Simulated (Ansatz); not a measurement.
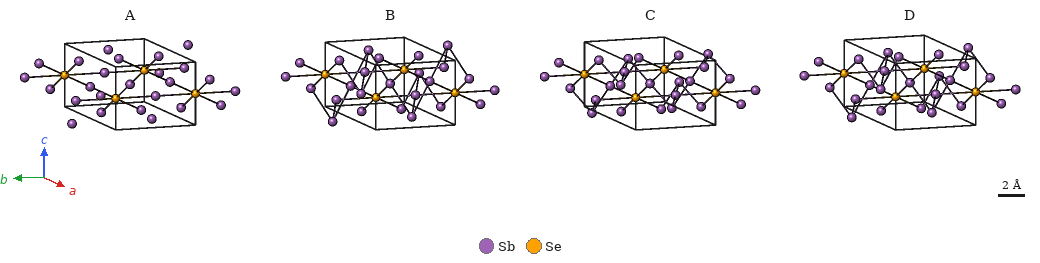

4 geometries from one relaxation of solid Sb₅Se (a generated structure, set up in P-3m1) (coarse preliminary run), in shuffled order. The picture is a ball-and-stick view of the cell of the calculation, seen from a free direction.

All numbers below come from DFT PBE, scalar-relativistic, plane waves, PAW in Ansatz. Settings: plane-wave cutoff 420 eV; k-point mesh 3 × 3 × 4; occupations gaussian; smearing width 0.1 eV; no spin polarisation; cell and atoms relaxed; force threshold 0.04 eV/Å; at most 70 steps.

### Put them in the order of the run, from the start to the converged end.

C, D, B, A. They are steps 0, 2, 4, 9, at +693 meV per atom, +121 meV per atom, +15.0 meV per atom relative to the last. After 8 accepted moves (9 points after the start) the energy has fallen by 693 meV per atom. Largest force component: 6.8 eV/Å at the start, 0.0032 eV/Å at the end. The pressure goes from 12.95 to 0.03 GPa. At 1 point the geometry stayed and the basis and grid were re-selected for the new cell (energy shift of 0.2 meV per atom at most each time). The largest moves relative to the cell, 0.89 Å, are those of Sb atoms. Se stays in place. The volume changes by −2.8 %, with a = b 6.377 → 6.372 Å (−0.1 %), c 5.496 → 5.349 Å (−2.7 %). Among the contacts that change: Sb–Sb 2.599 → 3.245 Å. The space group (tolerance 0.01 Å) goes from P-3m1 (No. 164) to P6/mmm (No. 191). The run took 57 s on 1 thread of Intel(R) Xeon(R) Platinum 8488C (Sapphire Rapids), on a shared host, peak memory 0.55 GiB.
